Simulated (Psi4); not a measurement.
# GaF (SMILES [F][Ga]): TPSS/def2-TZVPPD

What is the vertical ionisation energy of GaF at TPSS/def2-TZVPPD? 

The results are computed with Psi4 1.11.

1 further run of the same task is left out (it didn't finish).

**1. Starting point**

GaF: 2 atoms, total charge 0, spin state singlet. SMILES: `[F][Ga]`. The shape is that of a PBE0-D4/def2-TZVP optimisation.

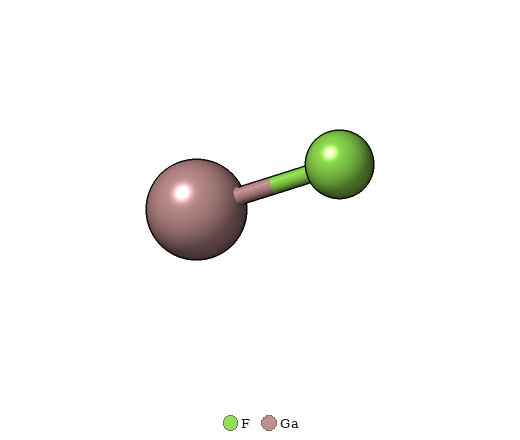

The structure, seen from a chosen angle (fluorine green, gallium pink).

**2. A single-point energy at TPSS/def2-TZVPPD**

The input, fga.dat:

```
memory 2200 mb

molecule {
  0 1
  F
  Ga 1 1.78655
  symmetry c1
  no_reorient
  no_com
}

set basis def2-TZVPPD
set puream true
set e_convergence 1e-09
set d_convergence 1e-08
set scf_type pk
set dft_radial_points 99
set dft_spherical_points 590

energy('tpss')
print_variables()
```

The run is started by

```sh
$ psi4 fga.dat fga.out -n 1
```

fga.out:

```text
[...]
  Running in c1 symmetry.
[...]
  Nuclear repulsion =   82.639971888237099
[...]
  Multiplicity = 1
[...]
  Nalpha       = 20
  Nbeta        = 20
[...]
    Number of basis functions: 94
[...]
   @RKS iter   1: -2022.91060587483685   -1.51489e+00   3.49863e-02 DIIS/ADIIS
[...]
   @RKS iter  12: -2024.79414483173991   -6.82121e-13   2.41232e-09 DIIS
[...]
    Orbital Energies [Eh]
    ---------------------
    Doubly Occupied:
       1A   -371.575765     2A    -45.460118     3A    -40.228888
       4A    -40.228888     5A    -40.225694     6A    -24.353984
       7A     -5.326107     8A     -3.628009     9A     -3.628009
      10A     -3.619739    11A     -1.040094    12A     -0.734808
      13A     -0.734808    14A     -0.729256    15A     -0.729256
      16A     -0.724781    17A     -0.393642    18A     -0.322234
      19A     -0.322234    20A     -0.250815
[...]
  @RKS Final Energy: -2024.79414483173991
   => Energetics <=
    Nuclear Repulsion Energy =             82.6399718882370991
    One-Electron Energy =               -2988.3813466763531324
    Two-Electron Energy =                 966.4372393212576071
    DFT Exchange-Correlation Energy =     -85.4900093648813169
    Empirical Dispersion Energy =           0.0000000000000000
    VV10 Nonlocal Energy =                  0.0000000000000000
    Total Energy =                      -2024.7941448317399136
[...]
 Multipole Moments:
 ------------------------------------------------------------------------------------
     Multipole            Electronic (a.u.)      Nuclear  (a.u.)        Total (a.u.)
 ------------------------------------------------------------------------------------
 L = 1.  Multiply by 2.5417464519 to convert [e a0] to [Debye]
 Dipole X            :         -0.0000000            0.0000000           -0.0000000
 Dipole Y            :          0.0000000            0.0000000            0.0000000
 Dipole Z            :          2.0492149           -1.2049111            0.8443038
 Magnitude           :                                                    0.8443038
[...]
```

Run time: 26 s. Hardware: 1 thread of Intel Xeon at 2.50GHz (Skylake/Cascade Lake), shared host; peak memory 1 GiB.

**3. The doublet cation: energy and gradient at UTPSS/def2-TZVPPD**

The input, input.json:

```json
{
 "schema_name": "qcschema_input",
 "schema_version": 1,
 "molecule": {
  "schema_name": "qcschema_molecule",
  "schema_version": 2,
  "symbols": ["F", "Ga"],
  "geometry": [0.0, 0.0, 0.01190527, 0.0, 0.0, 3.38799548],
  "molecular_charge": 1,
  "molecular_multiplicity": 2,
  "fix_symmetry": "c1"
 },
 "driver": "gradient",
 "model": {
  "method": "tpss",
  "basis": "def2-TZVPPD"
 },
 "keywords": {
  "reference": "uks",
  "puream": true,
  "e_convergence": 1e-09,
  "d_convergence": 1e-08,
  "scf_type": "pk",
  "dft_radial_points": 99,
  "dft_spherical_points": 590,
  "maxiter": 100,
  "scf_properties": ["QUADRUPOLE", "MULLIKEN_CHARGES", "LOWDIN_CHARGES"]
 }
}
```

The run is started by

```sh
$ psi4 --qcschema input.json -n 1 --memory 2200MB
```

stdout:

```text
[...]
  Running in c1 symmetry.
[...]
  Nuclear repulsion =   82.639971874448236
[...]
  Multiplicity = 2
[...]
  Nalpha       = 20
  Nbeta        = 19
[...]
    Number of basis functions: 94
[...]
   @UKS iter   1: -2022.34361199198815   -9.47892e-01   3.53761e-02 DIIS/ADIIS
[...]
   @UKS iter  13: -2024.41497196985165   -1.18234e-11   7.41748e-09 DIIS
[...]
   @S^2 Observed:                7.531130680E-01
[...]
  @UKS Final Energy: -2024.41497196985165
   => Energetics <=
    Nuclear Repulsion Energy =             82.6399718744482357
    One-Electron Energy =               -2975.0235136859400882
    Two-Electron Energy =                 953.1867659632641789
    DFT Exchange-Correlation Energy =     -85.2181961216239898
    Empirical Dispersion Energy =           0.0000000000000000
    VV10 Nonlocal Energy =                  0.0000000000000000
    Total Energy =                      -2024.4149719698516492
[...]
 Multipole Moments:
 ------------------------------------------------------------------------------------
     Multipole            Electronic (a.u.)      Nuclear  (a.u.)        Total (a.u.)
 ------------------------------------------------------------------------------------
 L = 1.  Multiply by 2.5417464519 to convert [e a0] to [Debye]
 Dipole X            :         -0.0000000            0.0000000           -0.0000000
 Dipole Y            :         -0.0000000            0.0000000           -0.0000000
 Dipole Z            :          2.6163470           -1.2049111            1.4114359
 Magnitude           :                                                    1.4114359
 L = 2.  Multiply by 1.3450342976 to convert [e a0^2] to [Debye ang]
 Quadrupole XX       :        -11.3087306            0.0000000          -11.3087306
 Quadrupole XY       :          0.0000000            0.0000000            0.0000000
[...]
  Mulliken Charges: (a.u.)
   Center  Symbol    Alpha    Beta     Spin     Total
       1     F     4.65455  4.40816  0.24639 -0.06271
       2    GA    15.34545 14.59184  0.75361  1.06271
   Total alpha = 20.00000, Total beta = 19.00000, Total charge =  1.00000
  Lowdin Charges: (a.u.)
   Center  Symbol    Alpha    Beta     Spin     Total
       1     F     4.77662  4.47610  0.30053 -0.25272
       2    GA    15.22338 14.52390  0.69947  1.25272
  Total alpha = 20.00000, Total beta = 19.00000, Total charge =  1.00000
[...]
  -Total Gradient:
     Atom            X                  Y                   Z
    ------   -----------------  -----------------  -----------------
       1        0.000000000000     0.000000000000    -0.025708469352
       2        0.000000000000     0.000000000003     0.025717548837
[...]
```

The result, in JSON:

```text
{
 "driver": "gradient",
 "model": {
  "method": "tpss",
  "basis": "def2-TZVPPD"
 },
 "success": true,
 "return_result": [1.0057253650725912e-14, 1.0902241183680568e-13, -0.025708469351651386, 2.717262151129612e-13, 2.523025792533224e-12, 0.025717548836544896],
 "properties": {
  "calcinfo_nbasis": 94,
  "calcinfo_nmo": 94,
  "calcinfo_nalpha": 20,
  "calcinfo_nbeta": 19,
  "calcinfo_natom": 2,
  "nuclear_repulsion_energy": 82.63997187444824,
  "return_energy": -2024.4149719698516,
  "return_gradient": [1.0057253650725912e-14, 1.0902241183680568e-13, -0.025708469351651386, 2.717262151129612e-13, 2.523025792533224e-12, 0.025717548836544896],
  "scf_one_electron_energy": -2975.02351368594,
  "scf_two_electron_energy": 953.1867659632642,
  "scf_xc_energy": -85.21819612162399,
  "scf_dipole_moment": [-1.1421305615415526e-14, -8.105447751786431e-15, 1.4114359455517738],
  "scf_total_energy": -2024.4149719698516,
  "scf_total_gradient": [1.0057253650725912e-14, 1.0902241183680568e-13, -0.025708469351651386, 2.717262151129612e-13, 2.523025792533224e-12, 0.025717548836544896],
  "scf_iterations": 13
 }
}
```

It took 59 s on 1 thread of Intel Xeon at 2.50GHz (Skylake/Cascade Lake), shared host; peak memory 1 GiB.

**4. Results**

At TPSS/def2-TZVPPD:

| quantity | value |
| --- | --- |
| singlet GaF: total energy | -2024.79414 Eh |
| singlet GaF: dipole moment | 2.15 D |
| singlet GaF: HOMO energy | -6.83 eV |
| singlet GaF: LUMO energy | -2.04 eV |
| singlet GaF: HOMO–LUMO gap | 4.78 eV |
| doublet cation: total energy | -2024.41497 Eh |
| doublet cation: HOMO energy (highest over α and β) | -15.58 eV |
| doublet cation: LUMO energy (lowest over α and β) | -13.94 eV |
| doublet cation: ⟨S²⟩ | 0.753 |
| doublet cation: largest force on an atom | 1.322 eV/Å |
| vertical ionisation energy (to the doublet cation) | 10.318 eV |

What this shows: The vertical ionisation energy comes to 10.32 eV (996 kJ/mol). −ε(HOMO) before ionisation, 6.83 eV, is 3.49 eV below this ionisation energy.
